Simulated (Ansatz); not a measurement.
**InAs wire along [110], 24 atoms a period, H-terminated: bands by functional and under strain**

Wanted: the relaxed geometry and the bands of the InAs wire along [110], 24 atoms a period, H-terminated.

Method: DFT PBE, plane waves, PAW; relaxation of a wire's period; PAW set soft_1, in the first sound run; inputs show where later runs differ, in Ansatz 0.2.0.

### 1. The structure

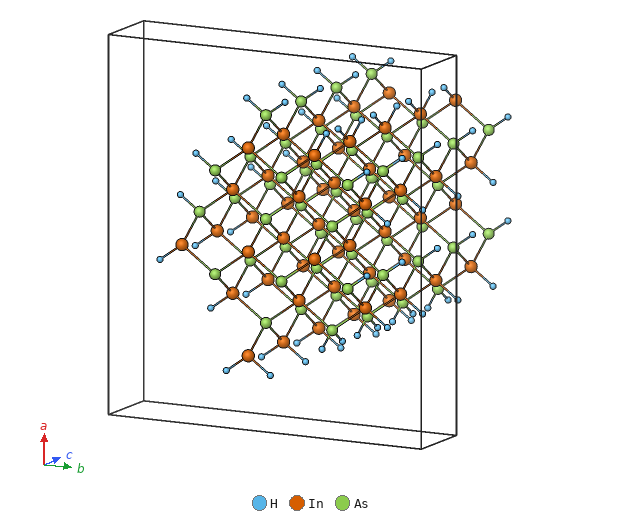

The cell as given, at a slant to the c axis (hydrogen blue, indium orange, arsenic green). 1×1×4 cells are drawn. Some periodic images of atoms are drawn too.

The cell holds 40 atoms: 16 H, 12 In and 12 As. Cell: a = 22.650 Å, b = 20.649 Å, c = 4.377 Å, α = 90.0°, β = 90.0°, γ = 90.0°. Vacuum lies along a and b. The structure's axis is c.

### 2. Relaxation of atoms and period

Band widths follow the bond lengths, so the wire is relaxed first. The atoms and the third cell vector are free; the box across stays fixed as vacuum. A Fermi-Dirac smearing is set since the result may be a metal. The pressure printed is a third of the stress's trace over the whole box, vacuum included; only the stress along the axis is relaxed.

input.yaml reads:

```yaml
crystal:
  lattice:
    - [22.65, 0.0, 0.0]
    - [0.0, 20.649, 0.0]
    - [0.0, 0.0, 4.3769909755]
  atoms:
    - { symbol: H, position: [0.150110375, 0.517396426, 0.0] }
    - { symbol: In, position: [0.195482714, 0.447012199, 0.0] }
    - { symbol: As, position: [0.400449602, 0.552997742, 0.0] }
    - { symbol: As, position: [0.400449602, 0.764968829, 0.0] }
    - { symbol: H, position: [0.439959223, 0.826258465, 0.0] }
    - { symbol: In, position: [0.468771898, 0.658983286, 0.0] }
    - { symbol: In, position: [0.468771898, 0.447012199, 0.0] }
    - { symbol: As, position: [0.673738785, 0.552997742, 0.0] }
    - { symbol: As, position: [0.673738785, 0.764968829, 0.0] }
    - { symbol: H, position: [0.713248406, 0.826258465, 0.0] }
    - { symbol: In, position: [0.742061081, 0.658983286, 0.0] }
    - { symbol: In, position: [0.742061081, 0.447012199, 0.0] }
    - { symbol: H, position: [0.224295389, 0.658983286, 0.210858508] }
    - { symbol: H, position: [0.78743342, 0.658983286, 0.332046358] }
    - { symbol: As, position: [0.26380501, 0.658983286, 0.5] }
    - { symbol: As, position: [0.26380501, 0.447012199, 0.5] }
    - { symbol: H, position: [0.286754967, 0.270642428, 0.5] }
    - { symbol: H, position: [0.286754967, 0.835353057, 0.5] }
    - { symbol: In, position: [0.332127306, 0.341026655, 0.5] }
    - { symbol: In, position: [0.332127306, 0.552997742, 0.5] }
    - { symbol: In, position: [0.332127306, 0.764968829, 0.5] }
    - { symbol: As, position: [0.537094193, 0.235041112, 0.5] }
    - { symbol: As, position: [0.537094193, 0.658983286, 0.5] }
    - { symbol: As, position: [0.537094193, 0.447012199, 0.5] }
    - { symbol: H, position: [0.56004415, 0.835353057, 0.5] }
    - { symbol: H, position: [0.576603814, 0.173751475, 0.5] }
    - { symbol: In, position: [0.605416489, 0.341026655, 0.5] }
    - { symbol: In, position: [0.605416489, 0.552997742, 0.5] }
    - { symbol: In, position: [0.605416489, 0.764968829, 0.5] }
    - { symbol: As, position: [0.810383377, 0.447012199, 0.5] }
    - { symbol: H, position: [0.849892998, 0.385722562, 0.5] }
    - { symbol: H, position: [0.849892998, 0.508301835, 0.5] }
    - { symbol: H, position: [0.78743342, 0.658983286, 0.667953642] }
    - { symbol: H, position: [0.224295389, 0.658983286, 0.789141492] }
    - { symbol: H, position: [0.150110375, 0.376627971, 0.0] }
    - { symbol: As, position: [0.400449602, 0.341026655, 0.0] }
    - { symbol: H, position: [0.423399558, 0.164656884, 0.0] }
    - { symbol: In, position: [0.468771898, 0.235041112, 0.0] }
    - { symbol: As, position: [0.673738785, 0.341026655, 0.0] }
    - { symbol: H, position: [0.713248406, 0.279737019, 0.0] }
kpoints:
  mp_grid: { grid: [1, 1, 19] }
scf:
  occupations: { method: fermi_dirac, width: 0.05 }
hamiltonian:
  xc: pbe
  pseudopotentials: { kind: paw, azcp: { folder: soft_1 } }
relax:
  cell: { fix: [a, b, alpha, beta, gamma] }
  max_steps: 45
  f_tol: 0.03
```

Command:

```console
$ ansatz run input.yaml --threads 4 --pin off --max-ram 16384MiB --backend cpu --events-out ev --progress --plain --runs-dir out
```

Numbers of over 12 decimals in the logs are rounded to 6 here.

The program printed:

```text
Engine: ansatz 0.2.0, aarch64-unknown-linux-gnu
Pseudopotentials: kind: paw
Pseudopotential: H, paw, valence charge 1, recommended cutoff 420 eV (normal), soft_1/H.paw.azcp
Pseudopotential: In, paw, valence charge 13, recommended cutoff 420 eV (normal), soft_1/In.paw.azcp
Pseudopotential: As, paw, valence charge 15, recommended cutoff 420 eV (normal), soft_1/As.paw.azcp
Functional definition: PBE
  parameter kappa = 0.804
  parameter beta = 0.066725
  exchange = pbe_x(kappa = kappa, mu = beta*pi^2/3)
  correlation = pbe_c(beta = beta)
Crystal: 40 atoms, lattice volume = 2047.118 Å³
Basis set: ecut = 420 eV, 40045 PW (Γ), exchange–correlation on 320×288×60 points (8 copies of the dense FFT grid, shifted against one another)
Bands: 216, of which v1, the nominal top of the filled ones, is band 176 counted from 1 (175 counted from 0)
Symmetry: 2 space group operations
Space group: Pm (ITA 6), of the structure as read, at distance tolerance 1.3e-4 Å
k-points: 10 of 19
Non-local potential: H, projectors of the file, l = 0: 2, l = 1: 1
Non-local potential: In, projectors of the file, l = 0: 2, l = 1: 2, l = 2: 2, l = 3: 1
Non-local potential: As, projectors of the file, l = 0: 2, l = 1: 2, l = 2: 3, l = 3: 1
PAW form: soft (Blöchl's): semilocal exchange-correlation on the pseudo side does not see the compensation charge
PAW one-centre angular grid: H, 110 points (default); XC on 64 Gauss nodes
PAW one-centre angular grid: In, 590 points (default); XC on 64 Gauss nodes
PAW one-centre angular grid: As, 590 points (default); XC on 64 Gauss nodes
Initial density: superposition of atomic densities (neutral atoms: chi_scale 0, normalization atom)
Initial wavefunctions: pseudopotential atomic-orbital guess
Functional: x = pbe(κ = 0.804, μ = 0.219515), c = pbe(β = 0.066725)
SCF iter   1: F=—  HF=-125706.913289 eV  |F-HF|=—  |Δ(HF+E_count)|=         —  Δρ=2.92e-2  dr2=2.44e1  ethr=3.10e-3  ⟨swp⟩=6.0  Hψ=8747  notcnv=0  defer=151
preconditioner: auto → Resta (q_TF=auto, 2.035 Å⁻¹)  ε∞=1.9  [insulator: Δε(μ)=0.945 eV  Ē_g=13.018 eV  σ=0.050 eV  W_gap=1.00  n_scr=308 (ndim 8)  ℏωp=12.5 eV  f_vac=0.540  D(μ)=0.00/eV (n_scr^D=0)  ε∞_Penn≈1.9  vacuum switching on, ρ_ref=1.2e-2 e/Å³]
SCF iter   2: F=—  HF=-125700.730362 eV  |F-HF|=—  |Δ(HF+E_count)|=    6.18e0  Δρ=1.20e-2  dr2=5.32e0  ethr=3.10e-3  ⟨swp⟩=3.1  Hψ=3514  notcnv=0  defer=332
preconditioner: auto → LDOS  [metal: Δε(μ)=0.035 eV  Ē_g=13.234 eV  σ=0.050 eV  W_gap=0.17  n_scr=308 (ndim 8)  ℏωp=12.5 eV  f_vac=0.552  D(μ)=2.50/eV (n_scr^D=8)  β→1.0]
SCF iter   3: F=—  HF=-125700.295808 eV  |F-HF|=—  |Δ(HF+E_count)|=   4.35e-1  Δρ=4.56e-3  dr2=2.75e0  ethr=1.51e-3  ⟨swp⟩=3.0  Hψ=3193  notcnv=0  defer=261
SCF iter   4: F=—  HF=-125699.970881 eV  |F-HF|=—  |Δ(HF+E_count)|=   3.25e-1  Δρ=2.33e-3  dr2=9.15e-1  ethr=7.82e-4  ⟨swp⟩=4.2  Hψ=4329  notcnv=0  defer=273
SCF iter   5: F=—  HF=-125699.824580 eV  |F-HF|=—  |Δ(HF+E_count)|=   1.46e-1  Δρ=8.09e-4  dr2=7.10e-2  ethr=2.60e-4  ⟨swp⟩=3.7  Hψ=2559  notcnv=0  defer=284
SCF iter   6: F=—  HF=-125699.815294 eV  |F-HF|=—  |Δ(HF+E_count)|=   9.29e-3  Δρ=2.46e-4  dr2=1.98e-3  ethr=2.02e-5  ⟨swp⟩=2.4  Hψ=2568  notcnv=0  defer=277
SCF iter   7: F=—  HF=-125699.815683 eV  |F-HF|=—  |Δ(HF+E_count)|=   3.89e-4  Δρ=9.57e-5  dr2=2.59e-4  ethr=5.62e-7  ⟨swp⟩=2.1  Hψ=3222  notcnv=0  defer=274
SCF iter   8: F=—  HF=-125699.815798 eV  |F-HF|=—  |Δ(HF+E_count)|=   1.14e-4  Δρ=3.63e-5  dr2=6.58e-5  ethr=7.35e-8  ⟨swp⟩=2.0  Hψ=3000  notcnv=0  defer=274
SCF iter   9: F=—  HF=-125699.815938 eV  |F-HF|=—  |Δ(HF+E_count)|=   1.41e-4  Δρ=1.36e-5  dr2=9.89e-6  ethr=1.87e-8  ⟨swp⟩=2.0  Hψ=3193  notcnv=0  defer=276
SCF iter  10: F=—  HF=-125699.815941 eV  |F-HF|=—  |Δ(HF+E_count)|=   2.42e-6  Δρ=6.50e-6  dr2=1.22e-6  ethr=2.81e-9  ⟨swp⟩=2.0  Hψ=2656  notcnv=0  defer=276
SCF iter  11: F=—  HF=-125699.815942 eV  |F-HF|=—  |Δ(HF+E_count)|=   1.40e-6  Δρ=3.26e-6  dr2=4.08e-7  ethr=3.47e-10  ⟨swp⟩=2.0  Hψ=2900  notcnv=0  defer=276
SCF iter  12: F=-125699.815943 eV  HF=-125699.815943 eV  |F-HF|=9.57e-8  |Δ(HF+E_count)|=   4.08e-7  Δρ=1.34e-6  dr2=5.24e-8  ethr=2.84e-11  ⟨swp⟩=3.0  Hψ=7723  notcnv=0
SCF 1 converged in 12 iterations: F = -125699.815943 eV  dr2 = 5.24e-8
  greatest PAW one-centre occupation: 0.999 electrons in one spin orbital (limit 2), on the As atom at site 14 (counted from 0), in its partial waves of l = 2
relax step   1: F+E_penalty+E_count = -125699.81594280 eV  Δ(F+E_penalty+E_count) = +0.000e0 eV  max|allowed force component| = 1.188e0 eV/Å  Δτ_max = 0.0000 Å  P = -0.127 GPa  Ω = 2047.118 Å³  fix = [a, b, alpha, beta, gamma]  reactions: a -0.198, b -0.620 GPa; gamma +0.037 GPa/rad  (12 SCF iters, dr2 threshold 1.00e-7 eV, accepted)
Crystal: 40 atoms, lattice volume = 2060.420 Å³
Basis set: ecut = 420 eV, 40305 PW (Γ), exchange–correlation on 320×288×60 points (8 copies of the dense FFT grid, shifted against one another)
Initial density: handed on by an earlier stage of this run
Initial wavefunctions: those handed on with the density
iter 1 solved again at ethr=1.43e-4 eV; its pass at ethr=3.10e-3 eV (dr2=5.02e-1 eV) is discarded
SCF iter   1: F=—  HF=-125700.749974 eV  |F-HF|=—  |Δ(HF+E_count)|=         —  Δρ=4.39e-3  dr2=5.01e-1  ethr=1.43e-4  ⟨swp⟩=5.4  Hψ=9845  notcnv=0
preconditioner: auto → LDOS  [insulator: Δε(μ)=0.149 eV  Ē_g=13.149 eV  σ=0.050 eV  W_gap=0.63  n_scr=308 (ndim 8)  ℏωp=12.5 eV  f_vac=0.575  D(μ)=1.78/eV (n_scr^D=4)  ε∞_Penn≈1.9  β→1.0]
SCF iter   2: F=—  HF=-125700.847644 eV  |F-HF|=—  |Δ(HF+E_count)|=   9.77e-2  Δρ=2.58e-3  dr2=9.93e-1  ethr=1.42e-4  ⟨swp⟩=4.9  Hψ=7155  notcnv=0  defer=241
SCF iter   3: F=—  HF=-125700.665546 eV  |F-HF|=—  |Δ(HF+E_count)|=   1.82e-1  Δρ=1.09e-3  dr2=1.84e-1  ethr=1.42e-4  ⟨swp⟩=4.9  Hψ=3542  notcnv=0  defer=272
SCF iter   4: F=—  HF=-125700.633376 eV  |F-HF|=—  |Δ(HF+E_count)|=   3.22e-2  Δρ=3.41e-4  dr2=5.83e-3  ethr=5.24e-5  ⟨swp⟩=3.0  Hψ=2708  notcnv=0  defer=303
SCF iter   5: F=—  HF=-125700.632335 eV  |F-HF|=—  |Δ(HF+E_count)|=   1.04e-3  Δρ=1.37e-4  dr2=9.30e-4  ethr=1.66e-6  ⟨swp⟩=2.0  Hψ=2922  notcnv=0  defer=303
SCF iter   6: F=—  HF=-125700.632378 eV  |F-HF|=—  |Δ(HF+E_count)|=   4.37e-5  Δρ=7.31e-5  dr2=1.30e-4  ethr=2.64e-7  ⟨swp⟩=2.1  Hψ=2826  notcnv=0  defer=303
SCF iter   7: F=—  HF=-125700.632401 eV  |F-HF|=—  |Δ(HF+E_count)|=   2.31e-5  Δρ=4.05e-5  dr2=3.21e-5  ethr=3.69e-8  ⟨swp⟩=2.3  Hψ=2789  notcnv=0  defer=303
SCF iter   8: F=—  HF=-125700.632413 eV  |F-HF|=—  |Δ(HF+E_count)|=   1.17e-5  Δρ=2.04e-5  dr2=6.19e-6  ethr=9.12e-9  ⟨swp⟩=2.0  Hψ=2368  notcnv=0  defer=303
[...]
SCF iter   4: F=—  HF=-125700.973373 eV  |F-HF|=—  |Δ(HF+E_count)|=   9.31e-5  Δρ=1.72e-6  dr2=1.31e-7  ethr=1.55e-10  ⟨swp⟩=2.2  Hψ=2731  notcnv=0  defer=1
SCF iter   5: F=—  HF=-125700.973385 eV  |F-HF|=—  |Δ(HF+E_count)|=   1.24e-5  Δρ=5.77e-7  dr2=6.54e-9  ethr=3.72e-11  ⟨swp⟩=2.2  Hψ=2484  notcnv=0  defer=1
SCF iter   6: F=—  HF=-125700.973387 eV  |F-HF|=—  |Δ(HF+E_count)|=   1.76e-6  Δρ=2.32e-7  dr2=2.96e-9  ethr=1.86e-12  ⟨swp⟩=2.7  Hψ=2686  notcnv=0  defer=1
SCF iter   7: F=—  HF=-125700.973388 eV  |F-HF|=—  |Δ(HF+E_count)|=   4.51e-7  Δρ=9.06e-8  dr2=1.24e-9  ethr=1.00e-12  ⟨swp⟩=2.1  Hψ=2487  notcnv=0  defer=1
SCF iter   8: F=-125700.973388 eV  HF=-125700.973388 eV  |F-HF|=4.55e-9  |Δ(HF+E_count)|=   4.17e-8  Δρ=3.28e-8  dr2=4.57e-11  ethr=1.00e-12  ⟨swp⟩=3.0  Hψ=6399  notcnv=0
SCF 11 converged in 8 iterations: F = -125700.973388 eV  dr2 = 4.57e-11
relax step  11: F+E_penalty+E_count = -125700.97338760 eV  Δ(F+E_penalty+E_count) = -5.828e-3 eV  max|allowed force component| = 2.296e-2 eV/Å  Δτ_max = 0.0000 Å  P = -0.002 GPa  Ω = 2090.241 Å³  fix = [a, b, alpha, beta, gamma]  reactions: a -0.011, b +0.003 GPa; gamma +0.001 GPa/rad  stress off target by 2.58e-3 GPa on what of the cell is left free  SCF on the basis re-selected at this cell (its energy is not comparable with the rows above)  (8 SCF iters)
basis re-selected at this cell: Δ(F+E_penalty+E_count) = -5.828e-3 eV, ΔP = +0.002 GPa vs the last step (what re-selecting the basis moved, of the pressure what is left beyond the Pulay correction that the steps carried, after the strain that the cell walked since its last selection, with what the two solves' SCF thresholds leave and, on support functions, any second-order correction that the steps lacked; it is no m [...]
SCF converged after 8 iterations
Free energy (F): -125700.973388 eV
Harris-Foulkes:  -125700.973388 eV  (|F-HF|=4.55e-9)
Internal energy: -125700.968758 eV  (E = F + TS)
E sigma→0 (E₀):  -125700.971073 eV
Entropy (-TS):   -0.004630 eV (-0.116 meV/atom)
Fermi energy:    -0.128341 eV
--- Per-component energies (eV) ---
  E_band       = -6676.319324
  E_kinetic    = 3985.815548
  E_local      = -211073.903442  (includes V_loc(G=0)·N_el)
  E_nonlocal   = -785.036400
  E_hartree    = 104005.541465
  E_xc         = -2686.231961
  E_vxc        = -2119.231199  (∫ρ·V_xc dr)
  E_paw        = -74688.124547  (= ΣΔE_a)
  E_vpaw       = -4695.034077  (= ΣTr[D̂ρ^β])
  E_aug_tail   = -0.012428  (compensation charges beyond the density's cutoff)
  E_ewald      = 55540.983008
  E_smearing   = -0.004630  (= −TS)
  E_closure    = -0.000000  (closes the sum)
  Σ components = -125700.973388   (vs F -125700.973388, Δ=0.00e0)
--- Forces (eV/Å), atoms counted from 1 ---
  atom   1  H     -0.00616323     0.00818905     0.00000000
  atom   2  In     0.02296180     0.00910616     0.00000000
  atom   3  As    -0.00035586    -0.00106043     0.00000000
  atom   4  As    -0.00077651     0.00196605     0.00000000
  atom   5  H     -0.00136574    -0.00033275     0.00000000
  atom   6  In     0.00324880    -0.00369304     0.00000000
  atom   7  In    -0.00208351     0.00153966     0.00000000
  atom   8  As    -0.00156025     0.00001559     0.00000000
  atom   9  As     0.00111985     0.00018037     0.00000000
  atom  10  H     -0.00221347     0.00165545     0.00000000
  atom  11  In     0.00263092    -0.00203133     0.00000000
  atom  12  In     0.00161057     0.00052620     0.00000000
  atom  13  H      0.00243409     0.00063904     0.00002451
  atom  14  H     -0.00032496     0.00029415     0.00213279
  atom  15  As    -0.00240323     0.00037820     0.00000000
  atom  16  As    -0.00079092    -0.00583927     0.00000000
  atom  17  H     -0.00127040     0.00124434     0.00000000
  atom  18  H      0.00075129    -0.00014496     0.00000000
  atom  19  In     0.00161368     0.00050303     0.00000000
  atom  20  In     0.00126542     0.00071369     0.00000000
  atom  21  In    -0.00217005    -0.00036909     0.00000000
  atom  22  As     0.00157112    -0.00026640     0.00000000
  atom  23  As    -0.00288346     0.00346765     0.00000000
  atom  24  As     0.00071717     0.00031823     0.00000000
  atom  25  H     -0.00341962     0.00276311     0.00000000
  atom  26  H     -0.00226203    -0.00065957     0.00000000
  atom  27  In     0.00130744     0.00185510     0.00000000
  atom  28  In     0.00082347    -0.00373429     0.00000000
  atom  29  In     0.00415033    -0.00297543     0.00000000
  atom  30  As     0.00035006     0.00057882     0.00000000
  atom  31  H     -0.00026017    -0.00087046     0.00000000
  atom  32  H      0.00020375     0.00018781     0.00000000
  atom  33  H     -0.00032496     0.00029415    -0.00213279
  atom  34  H      0.00243409     0.00063904    -0.00002451
  atom  35  H     -0.01744836    -0.01298163     0.00000000
  atom  36  As    -0.00366512     0.00101077     0.00000000
  atom  37  H      0.00154631    -0.00028853     0.00000000
  atom  38  In     0.00069314    -0.00046549     0.00000000
  atom  39  As     0.00082399    -0.00131537     0.00000000
  atom  40  H     -0.00051353    -0.00103696     0.00000000
  max |Σ_I F_I| component: 1.90e-6 eV/Å
--- Stress (GPa, compression-positive) ---
       -0.011418      -0.000844       0.000000
       -0.000844       0.002690       0.000000
        0.000000       0.000000       0.002584
  P = ⅓ Tr σ = -0.0020 GPa (-0.020 kbar)
--- Relaxed structure (10 steps of the walk, 10 accepted, 1 SCFs on fresh bases) ---
  F+E_penalty+E_count = -125700.97338760 eV   max|allowed force component| = 2.296e-2 eV/Å   (the final SCF, on the basis selected at the relaxed cell)
  cell:  # Å, volume = 2090.2411 Å³
    - [22.65, 0, 0.0]
    - [0, 20.649, 0.0]
    - [0.0, 0.0, 4.469193]
  atoms:
    - { symbol: H, position: [0.183744, 0.542330, 0] }
    - { symbol: In, position: [0.195879, 0.458447, 0] }
    - { symbol: As, position: [0.401759, 0.547926, 0] }
    - { symbol: As, position: [0.396276, 0.754636, 0] }
    - { symbol: H, position: [0.436497, 0.813836, 0] }
    - { symbol: In, position: [0.470993, 0.652228, 0] }
    - { symbol: In, position: [0.468421, 0.441088, 0] }
    - { symbol: As, position: [0.672557, 0.563087, 0] }
    - { symbol: As, position: [0.667962, 0.754603, 0] }
    - { symbol: H, position: [0.702001, 0.818587, 0] }
    - { symbol: In, position: [0.753987, 0.663307, 0] }
    - { symbol: In, position: [0.732735, 0.455809, 0] }
    - { symbol: H, position: [0.233660, 0.653255, 0.248550] }
    - { symbol: H, position: [0.789242, 0.659355, 0.346503] }
    - { symbol: As, position: [0.278902, 0.653214, 0.5] }
    - { symbol: As, position: [0.262471, 0.437924, 0.5] }
    - { symbol: H, position: [0.293793, 0.258985, 0.5] }
    - { symbol: H, position: [0.284344, 0.837503, 0.5] }
    - { symbol: In, position: [0.330537, 0.333293, 0.5] }
    - { symbol: In, position: [0.335717, 0.534804, 0.5] }
    - { symbol: In, position: [0.331555, 0.771293, 0.5] }
    - { symbol: As, position: [0.531244, 0.239474, 0.5] }
    - { symbol: As, position: [0.536737, 0.659673, 0.5] }
    - { symbol: As, position: [0.536461, 0.448159, 0.5] }
    - { symbol: H, position: [0.558497, 0.838539, 0.5] }
    - { symbol: H, position: [0.574208, 0.182481, 0.5] }
    - { symbol: In, position: [0.600565, 0.341704, 0.5] }
    - { symbol: In, position: [0.605050, 0.554273, 0.5] }
    - { symbol: In, position: [0.602470, 0.769067, 0.5] }
    - { symbol: As, position: [0.800453, 0.449522, 0.5] }
    - { symbol: H, position: [0.843118, 0.392705, 0.5] }
    - { symbol: H, position: [0.845979, 0.503476, 0.5] }
    - { symbol: H, position: [0.789242, 0.659355, 0.653497] }
    - { symbol: H, position: [0.233660, 0.653255, 0.751450] }
    - { symbol: H, position: [0.140847, 0.399863, 0] }
    - { symbol: As, position: [0.399519, 0.337743, 0] }
    - { symbol: H, position: [0.429429, 0.154904, 0] }
    - { symbol: In, position: [0.463271, 0.230507, 0] }
    - { symbol: As, position: [0.668282, 0.348162, 0] }
    - { symbol: H, position: [0.711804, 0.291682, 0] }
```

Run time: 33 min. Hardware: 4 threads of Arm Neoverse V1, shared host; peak memory 8.4 GiB.

(Continued in part 2 of 4.)

[Logs are printed without paths, hosts, clocks, repeated set-up lines and the standing remarks that a program may print on its own settings, such as how far it seeks lower states.]

[Hosts, paths, dates, database ids (printed as entryN), source tags and the programs' standing remarks are cut or masked in the printed files.]
